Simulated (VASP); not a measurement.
Energy against volume of CoSi$_{2}$ (fluorite). Method: r2SCAN+rVV10, VASP's PBE PAW potentials (set 64) (plane waves; VASP).

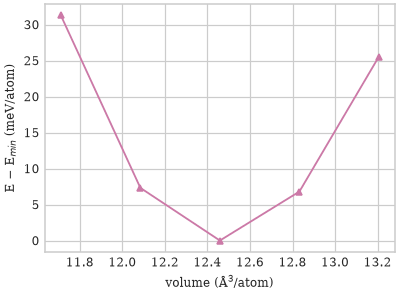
Fig. 1. Energy against volume

Task: Estimate the equilibrium volume and the bulk modulus.

Result: The minimum lies near 12.5 Å³/atom, and the curvature gives B0 of about 200 GPa.

Measured: a 5.365 Å (computed value off by -1.1 %), as given by Ganesh Hegde et al., Applied Physics Letters (2014), arXiv:1405.1317. The calculation is for a static lattice, while the measured a holds thermal and zero-point effects, which are part of the difference.

The compound is CoSi2 in the fluorite structure. It was relaxed first. The run is not spin-polarised, so no magnetic state was tried.
